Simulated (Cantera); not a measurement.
Input: 1 mol Pb, 0.19 mol O2, 66 mol N2, held at 0.0690 bar.

Method: chemical equilibrium by Gibbs-energy minimisation in Cantera with the NASA 1993 tables (ideal gas, pure condensed phases). Candidate condensed phases: Pb, PbO, PbO2, Pb3O4; 12 gas species. Mutual solubility and eutectic melting of coexisting phases are not modelled. The numbers say what is thermodynamically allowed, not how fast it happens.

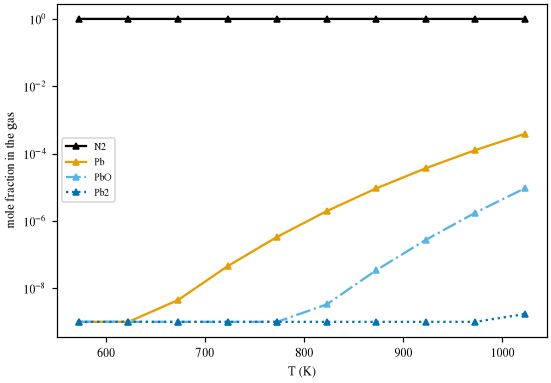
Fig. 1. Equilibrium gas composition (values under 1e-9 drawn at 1e-9)

At 573 K the condensed part is Pb(s) + PbO(red). From 623 K to 723 K the condensed part is Pb(l) + PbO(red). From 773 K to 1023 K the condensed part is Pb(l) + PbO(yellow).
